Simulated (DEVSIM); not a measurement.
Structure: Ru/SiO2/p-Ge capacitor, at 400 K.

| layer (left to right) | material | thickness (nm) | Na (cm⁻³) |
|---|---|---|---|
| 1 | SiO2 | 51.0 | - |
| 2 | Ge | 640 | 8.6e17 |

Metal gate on the left, work function 4.7 eV. Fixed charge at the semiconductor interface 0 cm⁻² (in units of +e); interface traps 2.7e10 cm⁻² eV⁻¹, uniform in energy, neutral level at 0.7 of the gap above the valence band.

The device is made up for the run: typed textbook-type constants, with dimensions and the other settings drawn at random. Values at 300 K; Nc and Nv go as T^1.5, mobilities as T to minus their exponent, the gap by Varshni's rule with the affinity fixed.

| parameter | SiO2 | Ge |
|---|---|---|
| gap (eV) | 9 | 0.664 |
| affinity (eV) | 0.9 | 4 |
| permittivity | 3.9 | 16 |
| Nc (cm⁻³) | - | 1.04e19 |
| Nv (cm⁻³) | - | 6e18 |
| Varshni α (eV/K) | - | 0.000477 |
| Varshni β (K) | - | 235 |

DEVSIM, 1D Poisson equation in equilibrium, Boltzmann statistics, complete ionisation; no quantum confinement or tunnelling. Metal contacts follow the ideal Schottky-Mott rule: no Fermi-level pinning, no interface dipoles.

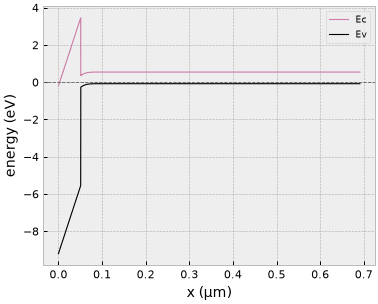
Fig. 1. Band edges at 4.0 V on the gate

Energies count from the Fermi level of the right contact; mesh points crowd at the junctions.

```tsv
x (μm)	Ec (eV)	Ev (eV)	n (cm⁻³)	p (cm⁻³)	field (V/cm)
0.000	-0.200	-9.200	< 1e2	< 1e2	720000
0.001343	-0.104	-9.104	< 1e2	< 1e2	720000
0.004169	0.098	-8.902	< 1e2	< 1e2	720000
0.01011	0.524	-8.476	< 1e2	< 1e2	720000
0.02797	1.802	-7.198	< 1e2	< 1e2	720000
0.04069	2.713	-6.287	< 1e2	< 1e2	720000
0.04674	3.146	-5.854	< 1e2	< 1e2	720000
0.05014	3.390	-5.610	< 1e2	< 1e2	720000
0.05126	0.355	-0.269	5.4e14	3.8e15	170000
0.05294	0.383	-0.241	2.4e14	8.4e15	160000
0.05658	0.433	-0.191	5.6e13	3.6e16	120000
0.06841	0.520	-0.104	4.5e12	4.5e17	34000
0.09023	0.542	-0.082	2.4e12	8.4e17	1100
0.1377	0.542	-0.082	2.4e12	8.6e17	≈ 0
0.3001	0.542	-0.082	2.4e12	8.6e17	≈ 0
0.4987	0.542	-0.082	2.4e12	8.6e17	≈ 0
0.6001	0.542	-0.082	2.4e12	8.6e17	≈ 0
0.6498	0.542	-0.082	2.4e12	8.6e17	≈ 0
0.6773	0.542	-0.082	2.4e12	8.6e17	≈ 0
0.6853	0.542	-0.082	2.4e12	8.6e17	≈ 0
0.6890	0.542	-0.082	2.4e12	8.6e17	≈ 0
0.6910	0.542	-0.082	2.4e12	8.6e17	≈ 0
```
